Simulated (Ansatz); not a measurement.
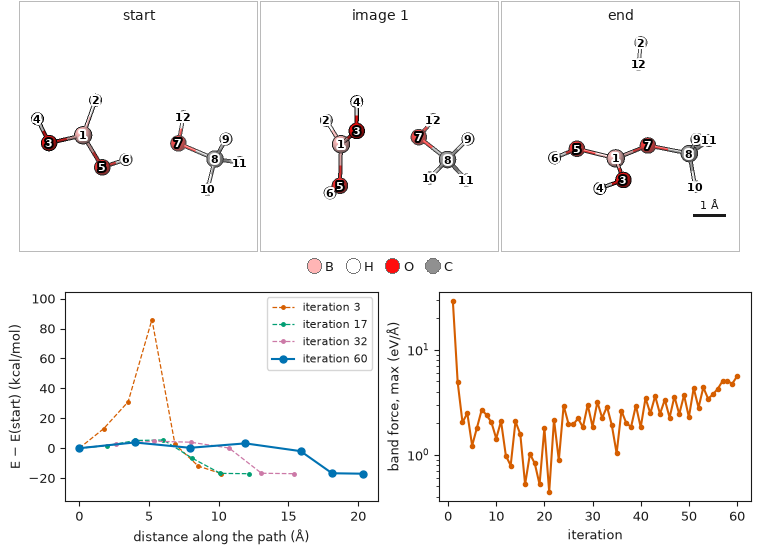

NEB run on CH$_{7}$BO$_{3}$. Images are numbered from 0 (start) to 6 (end). The plot follows the band through its iterations. Style: ball-and-stick. Shown at a tilt.

Theory: RHF/6-31G* in Ansatz. Set-up: 5 movable images; climbing image; force threshold 0.05 eV/Å; iteration limit 60; starting path through a guess of the saddle point.

Q: Judge this run.

A: The result isn't final. The band hadn't converged when the run stopped after 60 iterations. The largest component of the band force went from 29 to 5.6 eV/Å. The barrier read from it is provisional: over the last two iterations the highest image moved from 37.7 kcal/mol to 3.9 kcal/mol. The first iteration put the highest image at 210.9 kcal/mol. Forward barrier 3.9 kcal/mol, backward barrier 20.9 kcal/mol, with image 1 at the top; the reaction energy is −17.0 kcal/mol. The profile has 2 maxima (images 1, 3) with a dip at image 2 (+0.3 kcal/mol), which on an unconverged band is provisional.

Limits of the set-up: Hartree-Fock leaves out electron correlation.

The run took 7.8 min on 1 thread of Arm Neoverse V1 (shared host), peak memory 0.16 GiB.
